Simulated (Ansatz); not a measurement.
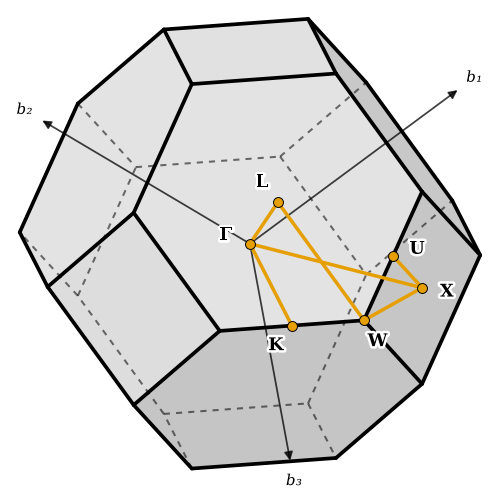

For HfO2, a calculation's input that goes back to an entry of the Crystallography Open Database (an earlier step may have relaxed or displaced it): the figure shows the first Brillouin zone with its special points and a band path. The drawing is computed from the coordinates (standard cell, symmetry found to 0.002 Å).

Labels and path follow the convention of Hinuma et al. (2017), as computed by seekpath; the arrows show the directions of the reciprocal primitive vectors b₁, b₂, b₃.

### Which Bravais lattice has this zone?

A face-centred cubic lattice (cF; extended symbol cF2). The zone is a truncated octahedron in its combinatorial type: 14 faces (6 with 4 edges, 8 with 6 edges), 36 edges, 24 vertices.

### In which order does the conventional band path visit the special points?

Γ–X–U | K–Γ–L–W–X
